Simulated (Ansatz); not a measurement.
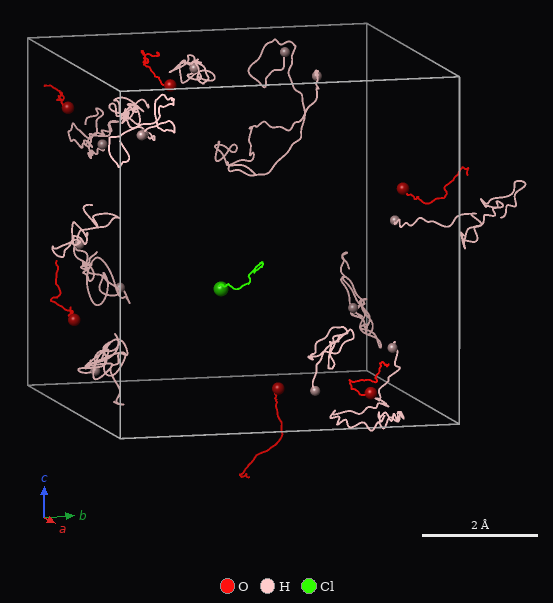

First-principles dynamics of a periodic cell with 6 H2O + 1 HCl at 1.039 g/cm³, 200 fs long. It starts from the last geometry of an earlier run, with fresh velocities. Lines trace each atom's path, in the colour of its element; spheres stand at the starting positions. Seen slightly off an axis in the simulation cell.

Method: Ansatz 0.2.0, DFT PBE, scalar-relativistic, plane waves, PAW. Run with plane-wave cutoff 420 eV; k-point mesh 1 × 1 × 1; Fermi-Dirac smearing 0.05 eV; low-accuracy preset; constant energy (NVE); velocities drawn for 700 K; time step 0.5 fs.

Input
```yaml
accuracy: low
crystal:
  lattice:
    - [6.135792, 0.0, 0.0]
    - [0.0, 6.135792, 0.0]
    - [0.0, 0.0, 6.135792]
  atoms:
    - { symbol: O, position: [0.40091789, 0.62940097, 1.02569865] }
    - { symbol: H, position: [0.26327561, 0.68653758, 0.970882] }
    - { symbol: H, position: [0.50079229, 0.71589346, 0.93737543] }
    - { symbol: O, position: [0.08688199, 0.09520748, 0.80817072] }
    - { symbol: H, position: [0.07834343, 0.19932506, 0.69711781] }
    - { symbol: H, position: [-0.06080867, 0.07995496, 0.86073726] }
    - { symbol: O, position: [0.90144197, 0.76580553, 0.08387518] }
    - { symbol: H, position: [0.86737315, 0.83899945, 0.20559969] }
    - { symbol: H, position: [0.85058021, 0.61555926, 0.08887413] }
    - { symbol: O, position: [0.65061251, 0.2430922, 0.95303876] }
    - { symbol: H, position: [0.5293049, 0.34671881, 0.97973562] }
    - { symbol: H, position: [0.60874478, 0.17641509, 0.8094094] }
    - { symbol: O, position: [0.30571323, 1.05388362, 0.2328203] }
    - { symbol: H, position: [0.38794947, 1.0933708, 0.09731826] }
    - { symbol: H, position: [0.30305863, 0.8767285, 0.23235966] }
    - { symbol: O, position: [0.57425535, 0.94968158, 0.61458774] }
    - { symbol: H, position: [0.50335073, 1.01524727, 0.48319056] }
    - { symbol: H, position: [0.69356577, 0.89332825, 0.54375079] }
    - { symbol: Cl, position: [0.9260825, 0.31750333, 0.40642878] }
    - { symbol: H, position: [1.08221611, 0.24978615, 0.28314207] }
basis:
  ecutwfc: 420.0
kpoints:
  mp_grid: { grid: [1, 1, 1] }
hamiltonian:
  xc: pbe
scf:
  occupations: { method: fermi_dirac, width: 0.05 }
  lower_state_search: "off"
md:
  timestep: 0.5
  n_steps: 400
  ensemble: nve
  temperature: 700.0
  initial_velocities: maxwell_boltzmann
  seed: 999759
```

Launched with:
```bash
ansatz run input.yaml --threads 1 --pin off --max-ram 3072MiB --backend cpu --events-out ev --progress --plain --runs-dir out
```

Describe the motion.

Answer. In the second half of the run the atoms are, in the root-mean-square, this far from where they began (common drift taken out): H 1.29 Å, O 0.99 Å, Cl 0.85 Å. The molecules turn and drift from their places. Bond changes: 2 H–O bonds form between 39 fs and 98 fs; one H–O contact opens and closes in turn; one Cl–H bond breaks at about 112 fs. The mean temperature in the second half is 796 K (standard deviation 127 K). The potential energy is still drifting at the end, so the run hasn't reached equilibrium. The potential energy in the second half lies on average 11.7 meV per atom below the first frame.

Limits of the set-up: the program's low-accuracy preset was used; the periodic images lie only 6.1 Å apart, so the values are limited by the cell's size.

The run took 6.2 min on 1 thread of Arm Neoverse V2 (shared host), peak memory 0.34 GiB.
